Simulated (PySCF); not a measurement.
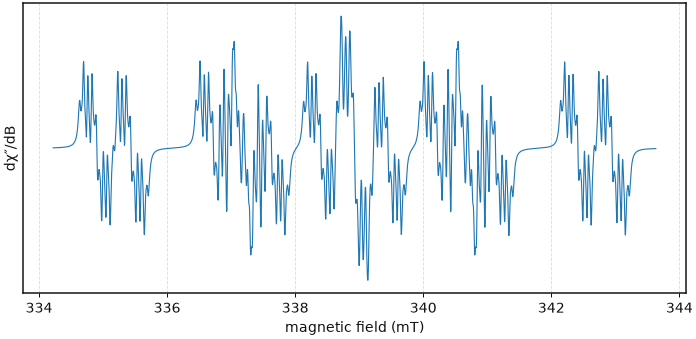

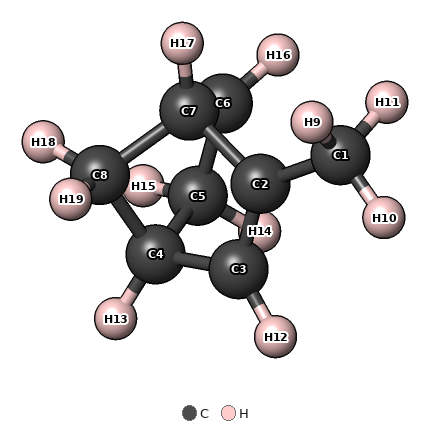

First-order isotropic EPR spectrum (fast tumbling, first derivative) of C₈H₁₁, SMILES CC1=C[C@@H]2C[CH][C@H]1C2, doublet at 9.50 GHz, Lorentzian lines of 0.05 mT full width at half height, from computed g and hyperfine couplings (B3LYP/pcH-1, PySCF 2.14.0, at a GFN2-xTB geometry (no frequency check), gas phase); values of one conformer, averaged over methyl-type rotors alone; no vibrational averaging; dilute isotopes left out. The SMILES is one Lewis form and needn't show where the spin sits.

**Which couplings does the calculation give? The spectrum shows the sizes of those above the line width, not their signs.**

```csv
nuclei,isotope,a (mT),a (MHz)
H15,¹H,3.50,98.1
H14,¹H,2.20,61.6
H16,¹H,−1.82,−51.0
H17,¹H,0.53,14.9
H19,¹H,0.17,4.8
H12,¹H,−0.13,−3.7
"H9, H10, H11",¹H,−0.06,−1.6
H13,¹H,−0.03,−0.8
```

**What is the g value, and how wide is the spectrum?**

g_iso = 2.0027, which centres the spectrum at 338.9 mT; it spans 8.6 mT.

Note: the tight-binding geometry is rougher than a DFT one and adds to the error.
